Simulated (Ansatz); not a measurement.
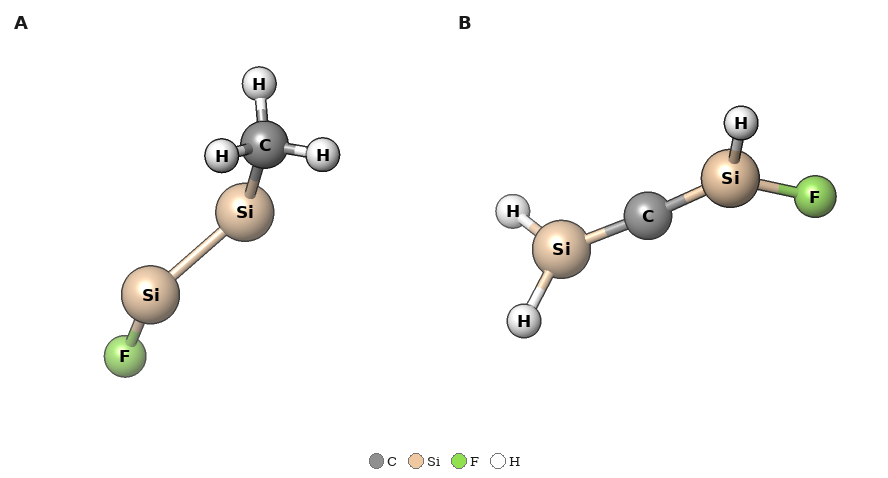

Depth is shown by fading: the farther an atom, the more it takes the colour of the background. Computed geometry: PBE0-D4/def2-TZVP optimisation. No frequency run is at hand to confirm it as a minimum.

Question: Can A be turned into B by a rotation alone?

Answer: No. They are constitutional isomers of CH3FSi2: A is C[Si]#[Si]F, B is F[SiH]=C=[SiH2]
